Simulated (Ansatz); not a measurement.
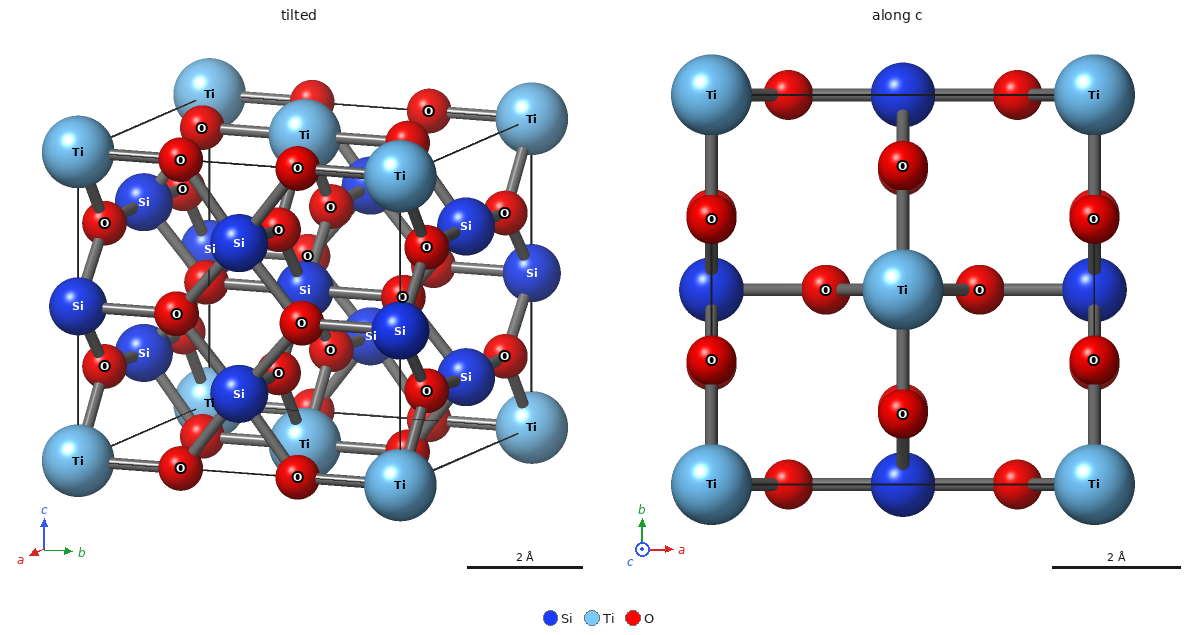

The crystal in a ball-and-stick representation, seen slightly off an axis and along the c axis. One conventional unit cell is outlined, and atoms on its boundary appear in each equivalent place.

TiSi3O8, space group Cmmm (No. 65), a = 6.011 Å, b = 6.115 Å, c = 5.504 Å, α = 90.00°, β = 90.00°, γ = 90.00°. The initial geometry was a structure type filled with these elements by a generator (whether the compound takes this form wasn't checked). Earlier steps of the study, as a rule a relaxation of our own, may have changed the cell and positions, so they can lie some per cent off the listed ones. A calculation with Ansatz used it as input.

This one geometry was computed with Ansatz (DFT, plane waves, PAW) at four levels of theory: PBE0, r2SCAN, HSE06 and PBE. It was relaxed beforehand with r2SCAN.

> Which level gives the highest pressure at this volume, and what does that say about its equilibrium volume?

Highest: PBE (8.3 GPa), which points to the largest equilibrium volume. Lowest, with the smallest volume: PBE0 (-2.3 GPa) and HSE06 (-2.2 GPa). Levels within 0.5 GPa of each other can't be told apart.

> How does the band gap change with the level of theory?

PBE: a gap of 1.79 eV, direct; r2SCAN: a gap of 2.23 eV, direct; HSE06: a gap of 3.61 eV, direct; PBE0: a gap of 4.39 eV, direct.

> Collect the results in a table.

| level | cutoff (eV) | k-mesh of the run's cell | gap (eV) | pressure (GPa) |
| --- | --- | --- | --- | --- |
| PBE0 | 420 | 4×4×4 | 4.39 | -2.3 |
| r2SCAN | 500 | 6×6×6 | 2.23 | 0.0 |
| HSE06 | 420 | 4×4×4 | 3.61 | -2.2 |
| PBE | 420 | 6×6×6 | 1.79 | 8.3 |

Gaps are taken on the k-mesh or band path of each run.
